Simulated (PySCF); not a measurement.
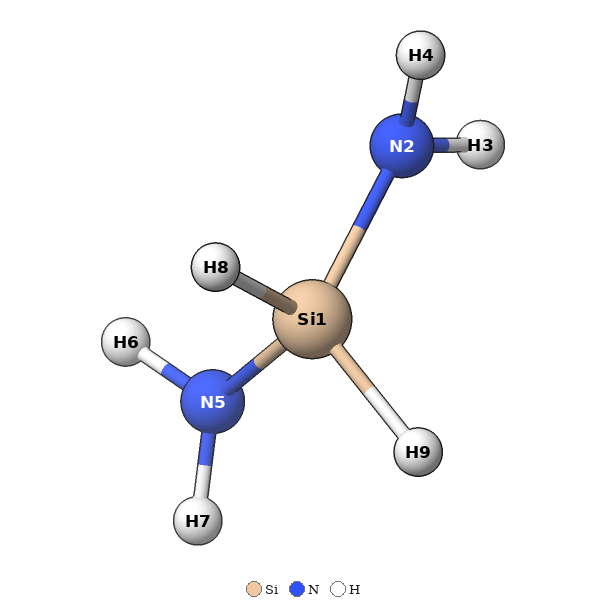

The computed structure is the end point of a PBE0-D3(BJ)/def2-SVP optimisation. No frequency run is at hand to confirm it as a minimum. Level of theory: delta-SCF UKS SCAN, pcX-2 on the ionised atom (unc-x2c-TZVPall on a metal), pcseg-1 elsewhere, spin-free X2C (PySCF 2.14.0).

Give the core-electron binding energies (to vacuum; p and d levels without spin–orbit splitting) of Si1 1s, Si1 2p, N2 1s.

```tsv
atom	level	binding energy (eV)
Si1	1s	1846.9
Si1	2p	107.1
N2	1s	404.5
```
